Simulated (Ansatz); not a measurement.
The figure comes from a scan of Ca (fcc, Cu type): one Ca atom of a 4-atom cell moves by s along Cartesian x, with its periodic images. Computed with PBE (plane waves to 420 eV, PAW, scalar-relativistic; Ansatz, an electronic-structure program). k mesh 7×7×7 (Γ-centred), Fermi-Dirac smearing 0.05 eV. The energy includes the smearing's −TS. With partly filled bands, energies and forces of such displacements shift with the k mesh and the smearing. Ca was relaxed with its symmetry unable to fall. The zero of ΔE is the undisplaced structure.

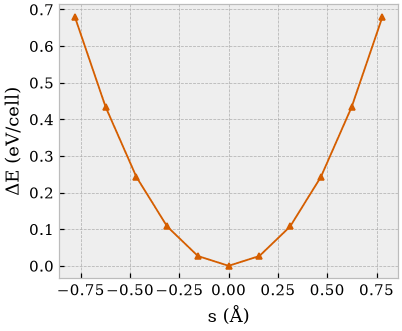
Figure: ΔE (eV/cell) against s (Å); computed points joined by lines.

Problem. Turn the plot into a table (rounded to what can be read).

Solution. To the nearest 0.01:

```tsv
s (Å)	ΔE (eV/cell)
-0.780	0.68
-0.624	0.43
-0.468	0.24
-0.312	0.11
-0.156	0.03
0.000	0.00
0.156	0.03
0.312	0.11
0.468	0.24
0.624	0.43
0.780	0.68
```

(For displaced atoms, the force is minus the slope of the energy, and its curvature is a force constant, which sets phonon frequencies.)
